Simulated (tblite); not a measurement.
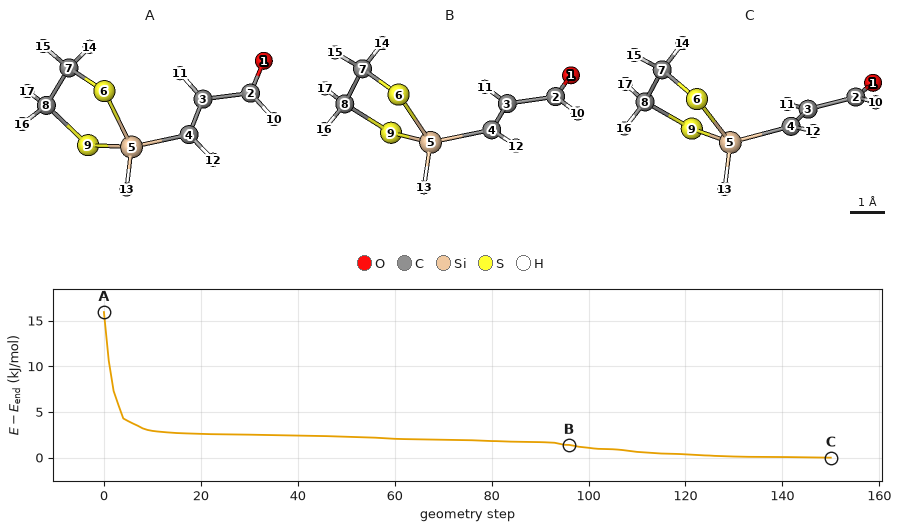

Frames of a relaxation of C5H8OS2Si, marked on the history of the run. A ball-and-stick model, seen at a tilt.

All numbers below come from GFN2-xTB geometry optimisation, gas phase in tblite. 

**Describe the path.**

The atom that moves furthest after the best rigid fit is H11 (1.23 Å). Largest moves by element: H 1.23 Å, O 0.83 Å, S 0.55 Å, C 0.45 Å, Si 0.21 Å. Among the contacts that change: C4–Si5 1.823 → 1.879 Å, Si5–H13 1.477 → 1.456 Å, O1–C2 1.224 → 1.203 Å, Si5–S6 2.134 → 2.153 Å. Among the angles between lasting bonds that change: Si5–C4–H12 112.3° → 116.5°, S6–Si5–H13 111.4° → 107.8°, Si5–S9–C8 97.6° → 95.0°. Groups turn about C4–Si5 by about 55°. Over 150 geometry steps the energy falls by 16.0 kJ/mol. The run took 1.5 s on 1 thread of Arm Neoverse V1 (shared host). From step 0 to 96: H11 moves most (0.66 Å), energy −14.6 kJ/mol. From step 96 to 150: H11 moves most (0.58 Å), energy −1.40 kJ/mol.

```tsv
step	E − E(0), kJ/mol
0	0.00
1	-5.33
2	-8.64
3	-10.19
4	-11.66
5	-11.95
6	-12.21
7	-12.46
8	-12.74
9	-12.92
10	-13.02
17	-13.29
25	-13.40
32	-13.45
39	-13.52
47	-13.61
54	-13.73
62	-13.92
69	-13.97
76	-14.05
84	-14.20
91	-14.27
98	-14.76
106	-15.07
113	-15.43
121	-15.62
128	-15.80
135	-15.87
143	-15.91
150	-15.95
```
